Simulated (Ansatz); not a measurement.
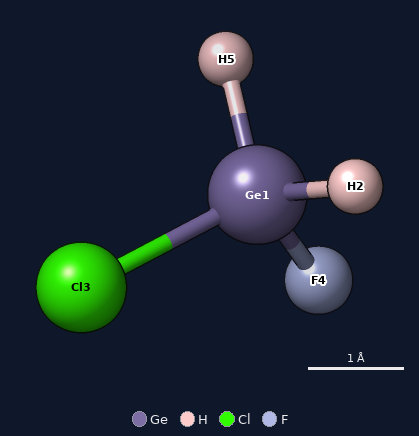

**Figure 1.** The starting structure (ball-and-stick view, seen at a tilt; atoms are numbered from 1 in the order of the input). Sticks mark near contacts. Bond lengths as drawn: Cl–Ge 2.22 Å, F–Ge 1.68 Å and Ge–H 1.55 Å.

**GeH2ClF: geometry relaxation**

The run: geometry relaxation of GeH2ClF. Method and program: RKS PBE-D4/def2-mTZVP (Ansatz 0.2.0).

It belongs to a series of runs on one base structure; here: start relaxed. Figures and captions count atoms from 1; the log counts them from 0 in places.

Output
```
The last accepted step is kept in [file] (removed where the run ends without a failure and the disk answers)
Engine: ansatz 0.2.0, x86_64-unknown-linux-gnu
Functional definition: PBE
  parameter kappa = 0.804
  parameter beta = 0.06672455060314922
  exchange = pbe_x(kappa = kappa, mu = beta*pi^2/3)
  correlation = pbe_c(beta = beta)
803 factors; their error is unknown
mean field evaluation 1: about -71774.5840 eV, gradient 4.5e1 eV
mean field evaluation 2: about -71763.0331 eV, gradient 1.0e2 eV
mean field evaluation 4: about -71777.1167 eV, gradient 4.5e0 eV
mean field evaluation 8: about -71777.1330 eV, gradient 1.1e-1 eV
mean field -71777.13306212 eV, -2637.7609877445 hartree, gradient 4.0e-5 eV, S^2 0.000000; 0 other end points of the search recorded, 0 dependent functions left out
the calculation of the forces begins
reference -71777.13309469 eV, -2637.7609889417 hartree; 30, 30 occupied and 53, 53 virtual orbitals, 803 factors
relax step   1: F+E_penalty+E_count = -71777.21881294 eV  Δ(F+E_penalty+E_count) = +0.000e0 eV  max|allowed force component| = 2.336e0 eV/Å  Δτ_max = 0.0000 Å  (24 SCF iters, accepted)
these checks for a lower state are left out or cut short: starts, cluster_reference, orbital_swaps, neighbouring_geometries, increment
803 factors; their error is unknown
mean field evaluation 16: about -71777.1894 eV, gradient 4.5e0 eV
mean field -71777.23160041 eV, -2637.7646089601 hartree, gradient 6.7e-5 eV, S^2 0.000000; 0 other end points of the search recorded, 0 dependent functions left out
the calculation of the forces begins
reference -71777.23163295 eV, -2637.7646101560 hartree; 30, 30 occupied and 53, 53 virtual orbitals, 803 factors
relax step   2: F+E_penalty+E_count = -71777.31842439 eV  Δ(F+E_penalty+E_count) = -9.961e-2 eV  max|allowed force component| = 9.537e-1 eV/Å  Δτ_max = 0.1040 Å  (24 SCF iters, accepted)
these checks for a lower state are left out or cut short: starts, cluster_reference, orbital_swaps, neighbouring_geometries, increment
803 factors; their error is unknown
mean field -71777.27394165 eV, -2637.7661649720 hartree, gradient 4.5e-5 eV, S^2 0.000000; 0 other end points of the search recorded, 0 dependent functions left out
the calculation of the forces begins
reference -71777.27397433 eV, -2637.7661661727 hartree; 30, 30 occupied and 53, 53 virtual orbitals, 803 factors
relax step   3: F+E_penalty+E_count = -71777.35996969 eV  Δ(F+E_penalty+E_count) = -4.155e-2 eV  max|allowed force component| = 2.482e-1 eV/Å  Δτ_max = 0.0549 Å  (23 SCF iters, accepted)
these checks for a lower state are left out or cut short: starts, cluster_reference, orbital_swaps, neighbouring_geometries, increment
803 factors; their error is unknown
mean field -71777.27626013 eV, -2637.7662501747 hartree, gradient 4.4e-5 eV, S^2 0.000000; 0 other end points of the search recorded, 0 dependent functions left out
the calculation of the forces begins
reference -71777.27629274 eV, -2637.7662513728 hartree; 30, 30 occupied and 53, 53 virtual orbitals, 803 factors
relax step   4: F+E_penalty+E_count = -71777.36233355 eV  Δ(F+E_penalty+E_count) = -2.364e-3 eV  max|allowed force component| = 3.854e-2 eV/Å  Δτ_max = 0.0093 Å  (25 SCF iters, accepted)
these checks for a lower state are left out or cut short: starts, cluster_reference, orbital_swaps, neighbouring_geometries, increment
803 factors; their error is unknown
mean field evaluation 32: about -71777.2763 eV, gradient 1.1e-1 eV
mean field -71777.27632461 eV, -2637.7662525441 hartree, gradient 5.9e-5 eV, S^2 0.000000; 0 other end points of the search recorded, 0 dependent functions left out
the calculation of the forces begins
reference -71777.27635719 eV, -2637.7662537415 hartree; 30, 30 occupied and 53, 53 virtual orbitals, 803 factors
relax step   5: F+E_penalty+E_count = -71777.36243282 eV  Δ(F+E_penalty+E_count) = -9.928e-5 eV  max|allowed force component| = 4.843e-3 eV/Å  Δτ_max = 0.0025 Å  (19 SCF iters, accepted)
```

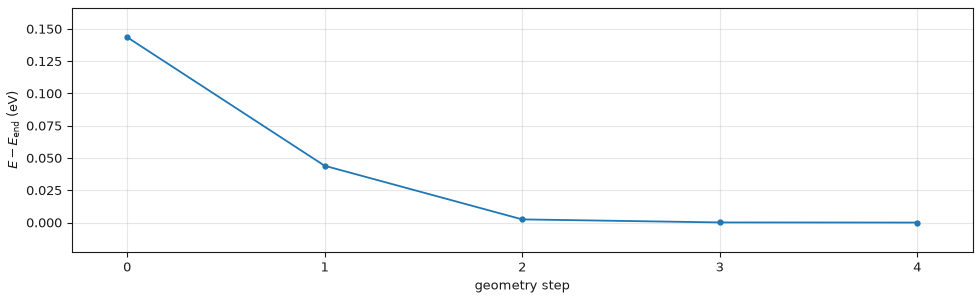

**Figure 2.** Progress of the relaxation, step by step (the first geometry is step 0 here and step 1 in the log).

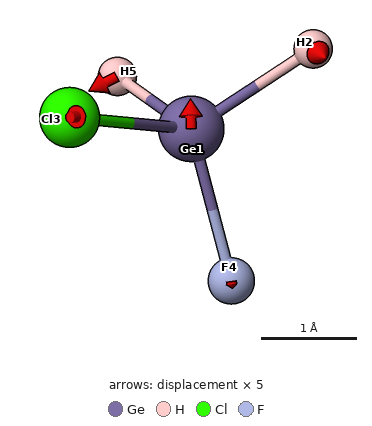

**Figure 3.** The starting structure with the displacements as red arrows, magnified 5 times (ball-and-stick view, seen at a tilt). The two geometries are laid on each other by the best rigid fit. After 4 geometry steps the energy has fallen by 0.144 eV. Largest force component: 2.3 eV/Å at the start, 0.0048 eV/Å at the end. The largest moves after the best rigid fit, 0.070 Å, are those of H2 and H5. By element the largest moves are H 0.070 Å, Ge 0.067 Å, Cl 0.063 Å, F 0.018 Å. Among the contacts that change: Ge1–F4 1.679 → 1.758 Å, Ge1–Cl3 2.220 → 2.162 Å, Ge1–H2 1.550 → 1.541 Å. Among the angles that change: H2–Ge1–H5 109.5° → 117.8°, Cl3–Ge1–F4 109.5° → 107.0°, H2–Ge1–F4 109.5° → 107.0°. (Atoms are counted from 1 in the order of the input.)

```
803 factors; their error is unknown
mean field -71777.27632461 eV, -2637.7662525441 hartree, gradient 5.9e-5 eV, S^2 0.000000; 1 other end points of the search recorded, 0 dependent functions left out
the calculation of the forces begins
reference -71777.27635719 eV, -2637.7662537415 hartree; 30, 30 occupied and 53, 53 virtual orbitals, 803 factors
Total energy: -71777.36246541 eV, -2637.7694181600 hartree
Atom 0 at     0.007572    -0.057242     0.032824 Å, force    -0.000719    -0.000020     0.000266 eV/Å
Atom 1 at     0.042973     0.051799     1.569467 Å, force    -0.001585    -0.000092     0.003725 eV/Å
Atom 2 at     2.035873    -0.007386    -0.714413 Å, force     0.004843     0.001690    -0.002746 eV/Å
Atom 3 at    -0.795750     1.386563    -0.567352 Å, force     0.000510     0.001045    -0.000824 eV/Å
Atom 4 at    -0.718469    -1.267634    -0.585426 Å, force    -0.003048    -0.002622    -0.000420 eV/Å
Dipole moment:    -0.154641    -0.381535     0.288254 e Å
```

Trajectory as extended XYZ (Å, eV, eV/Å), 5 frames, from step=1 to step=5
```
5
Properties=species:S:1:pos:R:3:forces:R:3 step=1 energy=-71777.21881
Ge    0.0000    0.0000    0.0000    1.5204  -2.3359   0.9128
H     0.0000    0.0000    1.5500    0.1486   0.2367  -0.0742
Cl    2.0935    0.0000   -0.7393   -0.7655   0.0685   0.2277
F    -0.7913    1.3709   -0.5594   -0.9861   1.9087  -0.8207
H    -0.7300   -1.2648   -0.5162    0.0825   0.1221  -0.2456
5
Properties=species:S:1:pos:R:3:forces:R:3 step=2 energy=-71777.31842
Ge   -0.0343   -0.0546    0.0460    0.8547  -0.9537   0.2827
H     0.0685    0.0657    1.5918   -0.1760  -0.0606  -0.2025
Cl    2.0032    0.0061   -0.7112   -0.0161  -0.0541   0.0391
F    -0.7536    1.3750   -0.5752   -0.6280   0.8838  -0.3191
H    -0.7116   -1.2862   -0.6163   -0.0346   0.1847   0.1997
5
Properties=species:S:1:pos:R:3:forces:R:3 step=3 energy=-71777.35997
Ge    0.0014   -0.0495    0.0303    0.1720  -0.2482   0.0910
H     0.0505    0.0568    1.5728   -0.0300  -0.0047  -0.0938
Cl    2.0416   -0.0169   -0.7106   -0.1063   0.0297   0.0194
F    -0.8061    1.3858   -0.5632   -0.0562   0.1402  -0.0660
H    -0.7152   -1.2700   -0.5941    0.0205   0.0830   0.0494
5
Properties=species:S:1:pos:R:3:forces:R:3 step=4 energy=-71777.36233
Ge    0.0059   -0.0567    0.0331    0.0385  -0.0022  -0.0123
H     0.0447    0.0529    1.5703   -0.0084  -0.0020  -0.0087
Cl    2.0375   -0.0092   -0.7139   -0.0358   0.0050   0.0096
F    -0.7981    1.3873   -0.5669    0.0079  -0.0094   0.0029
H    -0.7178   -1.2682   -0.5874   -0.0023   0.0086   0.0085
5
Properties=species:S:1:pos:R:3:forces:R:3 step=5 energy=-71777.36243
Ge    0.0076   -0.0572    0.0328   -0.0007   0.0000   0.0003
H     0.0430    0.0518    1.5695   -0.0016  -0.0001   0.0037
Cl    2.0359   -0.0074   -0.7144    0.0048   0.0017  -0.0027
F    -0.7957    1.3866   -0.5674    0.0005   0.0010  -0.0008
H    -0.7185   -1.2676   -0.5854   -0.0030  -0.0026  -0.0004
```

This output came from the following input.

The input
```yaml
crystal:
  periodic: [false, false, false]
  atoms:
    - { symbol: Ge, position_ang: [0.0, 0.0, 0.0] }
    - { symbol: H, position_ang: [0.0, 0.0, 1.55] }
    - { symbol: Cl, position_ang: [2.0935, 0.0, -0.7393] }
    - { symbol: F, position_ang: [-0.7913, 1.3709, -0.5594] }
    - { symbol: H, position_ang: [-0.73, -1.2648, -0.5162] }
basis:
  gaussian: { orbitals: def2-mTZVP }
hamiltonian:
  xc: pbe
  dispersion: d4
relax:
  f_tol: 0.02
  max_steps: 40
```

Launch command:
```bash
ansatz run input.yaml --threads 1 --pin off --max-ram 2048MiB --backend cpu --events-out ev --progress --plain --runs-dir out
```

Key numbers

```csv
quantity,value
outcome,converged
total energy,−71777.3625 eV
mean-field energy,−71777.2764 eV
largest force (length of the vector) at the end,0.006 eV/Å
hardware,"1 thread of Intel Xeon @ 2.50GHz (Skylake/Cascade Lake), 192 GiB of memory available, shared host"
wall time,15 s
peak memory,0.16 GiB
```
